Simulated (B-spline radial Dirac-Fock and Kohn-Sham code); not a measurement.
The promethium atom. Computed with a B-spline radial atomic code: Dirac partial waves in the static Dirac–Fock field with Furness–McCarthy exchange, no polarisation or absorption.

What should this plot look like? Differential cross section for elastic electron scattering and the Sherman function against angle at 4.04 keV and 20.1 keV, computed at the marked angles.

At 4.04 keV the cross section is 554 bohr²/sr at 0°, 0.018 at 90° and 0.050 at 180°, with a minimum near 105°; among the marked angles the Sherman function is largest in size at 120° (−0.14), though it can peak far more sharply between them at a deep minimum; the integral is 5.93 bohr². At 20.1 keV the cross section is 785 bohr²/sr at 0°, 0.0021 at 90° and 9.9 × 10⁻⁴ at 180°, without a marked minimum on this grid; among the marked angles the Sherman function is largest in size at 120° (−0.19); the integral is 2.21 bohr².

Here it is:

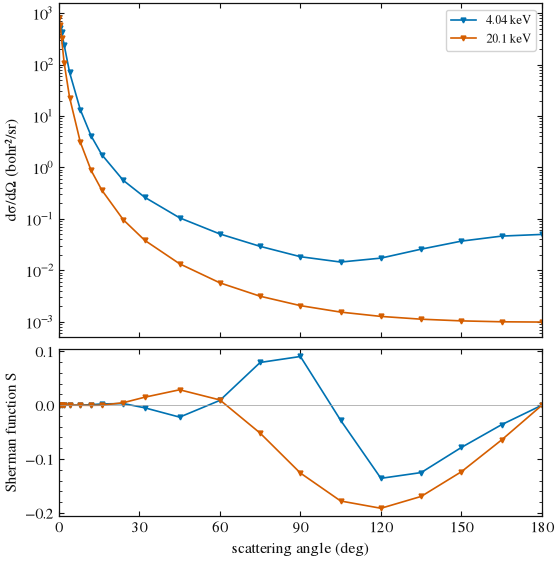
